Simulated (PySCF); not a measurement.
```xyz
20

C     2.8641    0.6552    0.9283
O     2.4935   -0.6500    0.8766
C     1.6560   -1.0117   -0.2123
B     0.1824   -0.4346   -0.1744
C    -0.9489   -0.7343   -1.2330
C    -2.0519    0.2857   -0.9007
C    -1.9502    0.5056    0.6100
C    -0.4417    0.5179    0.9117
H     2.8763    1.2308    0.0175
H     3.5563    0.8711    1.7184
H     2.1539   -0.7319   -1.1557
H     1.6327   -2.1072   -0.1967
H    -0.6663   -0.6993   -2.2853
H    -1.3332   -1.7439   -1.0589
H    -1.8400    1.2238   -1.4176
H    -3.0438   -0.0510   -1.2033
H    -2.4531    1.4198    0.9258
H    -2.4149   -0.3335    1.1314
H    -0.2262    0.2692    1.9508
H    -0.0502    1.5291    0.7645
```

Geometry: GFN2-xTB.

The calculation used UKS B3LYP, pcH-1 on B C H O, non-relativistic, mean-field spin-orbit, GIAO (PySCF).

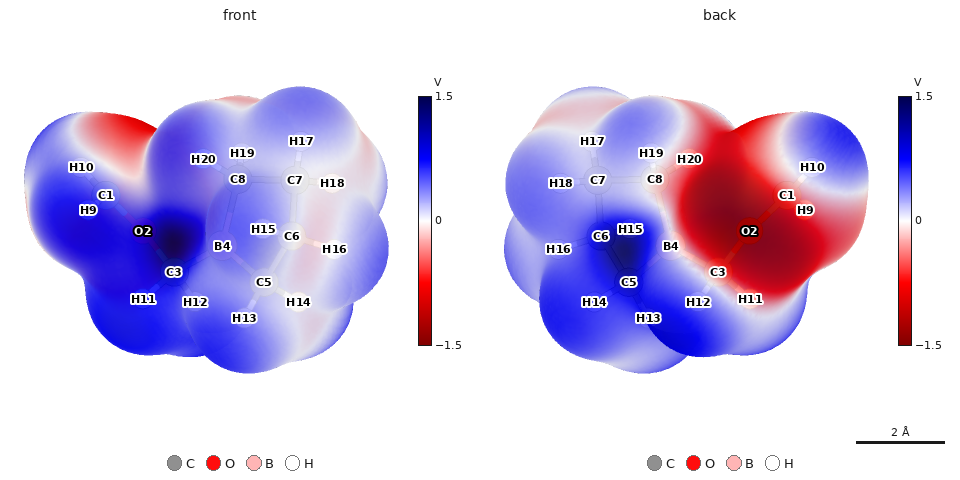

C6H12BO (SMILES [CH2]OCB1CCCC1) (doublet). The molecular electrostatic potential painted on the density surface at 0.002 e/bohr³, seen from the front and from behind; the colour scale runs from red (negative) to blue (positive).

> Where is the surface potential most negative and most positive?

The most negative region (about −1.4 V) lies over O2, the most positive (about +1.3 V) over B4. O2 is the likeliest acceptor of a hydrogen bond.
